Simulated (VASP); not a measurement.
Band structure of Ho (hcp). All values below come from revTPSS meta-GGA, VASP's PBE PAW potentials (set 64) (plane waves; VASP).

The 4f electrons are frozen in the core of the lanthanide potential, so 4f levels, which can set the real gap, and their magnetism are missing.

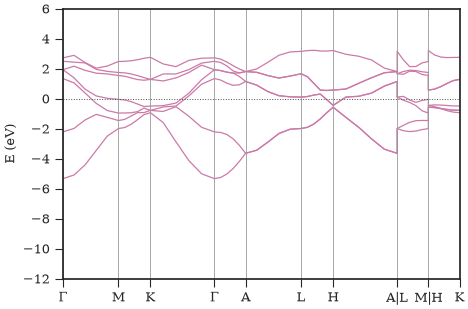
Figure. Bands along high-symmetry lines, zero at the valence-band maximum or, without a gap, the Fermi level

### Question
Read the plot: is there a gap, and where are the band edges?

### Answer
It has no gap at this level: it comes out as a metal or semimetal.

The compound is Ho in the hcp structure. It was relaxed first.
